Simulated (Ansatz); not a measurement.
# Dissociation curves of GeH2 (SMILES [GeH2])

GeH2: 3 atoms, total charge 0, spin state singlet. SMILES: `[GeH2]`. Geometry: relaxed at PBE0-D4/def2-TZVP.

```xyz
3

Ge   -0.5701    0.4051   -0.2637
H     0.7830    0.7436    0.5090
H    -0.2129   -1.1487   -0.2453
```

The Ge1–H3 distance is scanned; the parts on either side stay rigid. Basis STO-3G, 9 core orbitals frozen in the correlated methods; program Ansatz 0.2.0. FCI is exact within this basis and core. Energies in eV from each method's value at 1.594 Å; methods without a U are spin-restricted. The shape above is that at 1.594 Å.

```csv
distance (Å),wB97X,HSE06,MP2,CCSD(T),BCCD(T),FCI
1.594,0.00,0.00,0.00,0.00,0.00,0.00
1.993,1.54,1.43,1.41,1.19,1.19,1.19
2.392,3.52,3.23,3.26,2.64,2.64,2.64
3.189,6.64,5.91,5.48,3.97,3.97,3.98
3.986,8.16,7.03,5.24,4.12,4.13,4.14
```

Departure from the FCI curve at its largest: wB97X +4.02 eV at 3.99 Å; HSE06 +2.89 eV at 3.99 Å; MP2 +1.50 eV at 3.19 Å; CCSD(T) -0.02 eV at 3.99 Å; BCCD(T) -0.01 eV at 3.99 Å. The curve of MP2 turns over, which the reference doesn't. Functionals converge differently with the basis, so for them the departure isn't an error alone.

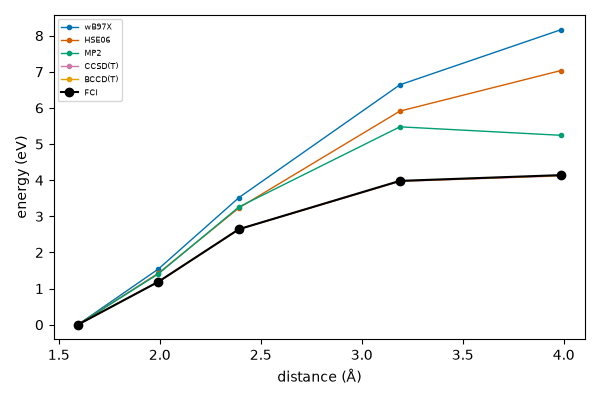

The curves of the table.
